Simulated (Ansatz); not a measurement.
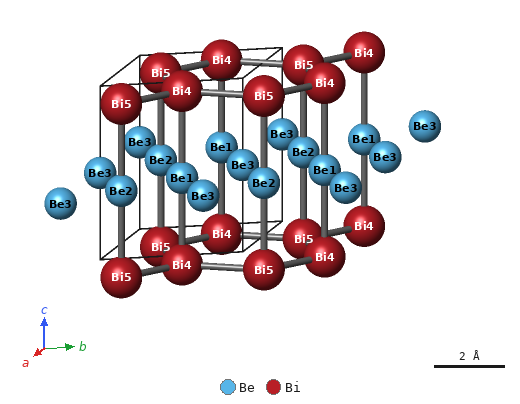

This is the input geometry for a relaxation of solid Be3Bi2 (a generated structure, set up in P6/mmm) (coarse preliminary run). The picture is a ball-and-stick view of the cell of the calculation, repeated 2 × 2 × 1 with one cell outlined, seen slightly off an axis.

These are results of Ansatz, DFT PBE, scalar-relativistic, plane waves, PAW, not measurements.

The input:
```yaml
crystal:
  lattice:
    - [4.26159288, 0.0, 0.0]
    - [-2.13079644, 3.6906477, 0.0]
    - [0.0, 0.0, 5.14533523]
  atoms:
    - { symbol: Be, position: [0.33333333, 0.66666667, 0.5] }
    - { symbol: Be, position: [0.66666667, 0.33333333, 0.5] }
    - { symbol: Be, position: [0.0, 0.0, 0.5] }
    - { symbol: Bi, position: [0.33333333, 0.66666667, 0.0] }
    - { symbol: Bi, position: [0.66666667, 0.33333333, 0.0] }
basis:
  ecutwfc: 420
kpoints:
  mp_grid: { grid: [6, 6, 4] }
hamiltonian:
  xc: pbe
scf:
  occupations: { method: gaussian, width: 0.1 }
  lower_state_search: "off"
output:
  forces: true
  stress: true
  eigenvalues: true
relax:
  adjacent_minimum: "off"
  f_tol: 0.04
  max_steps: 70
  cell: { stress_tol: 0.4 }
```

Run as
```bash
ansatz run input.yaml --threads 1 --pin off --max-ram 2560MiB --backend cpu --events-out ev --progress --plain --runs-dir out
```

**Predict the outcome.**

The energy falls by 794 meV per atom in 6 accepted moves (8 points after the start). All forces vanish by symmetry, so only the cell relaxes. Pressure: 43.90 GPa at the start and 0.10 GPa at the end. At 2 points the geometry stayed and the basis and grid were re-selected for the new cell (energy shift of 9.9 meV per atom at most each time). The atoms keep their places relative to the cell (all moves are under 0.005 Å). The volume changes by +43.7 %, with a = b 4.262 → 4.974 Å (+16.7 %), c 5.145 → 5.428 Å (+5.5 %). Some distances before and after: Bi4–Bi5 2.460 → 2.872 Å, Be1–Bi4 2.573 → 2.714 Å. The space group stays P6/mmm (No. 191). The run took 23 s on 1 thread of Arm Neoverse V2, with other jobs on the host, peak memory 0.38 GiB.

History of the run:

| step | E − E(0), meV/atom | pressure, GPa | volume, Å³/atom | note |
| --- | --- | --- | --- | --- |
| 0 | 0.00 | 43.90 | 16.185 |  |
| 1 | -452.57 | 23.33 | 18.076 |  |
| 2 | -696.09 | 9.44 | 20.392 |  |
| 3 | -773.39 | 2.40 | 22.233 |  |
| 4 | -781.45 | -0.17 | 22.966 |  |
| 5 | -783.38 | -0.06 | 22.998 |  |
| 6 | -793.33 | 0.70 | 22.998 | same geometry, new basis |
| 7 | -794.12 | 0.10 | 23.258 |  |
| 8 | -794.17 | 0.10 | 23.258 | same geometry, new basis |

Final geometry:

```
CELL_PARAMETERS angstrom
4.97364 0.00000 0.00000
-2.48682 4.30730 0.00000
0.00000 0.00000 5.42836
ATOMIC_POSITIONS crystal
Be 0.33333 0.66667 0.50000
Be 0.66667 0.33333 0.50000
Be 0.00000 0.00000 0.50000
Bi 0.33333 0.66667 0.00000
Bi 0.66667 0.33333 0.00000
```

After the run, drawn alike:

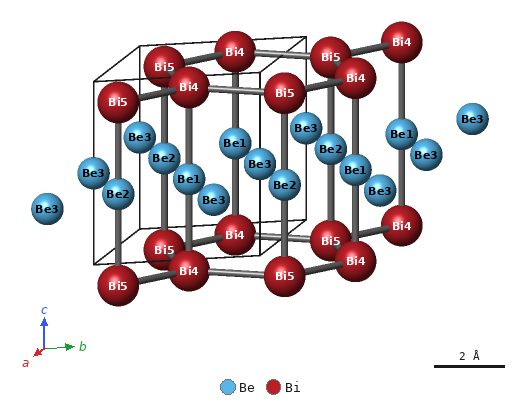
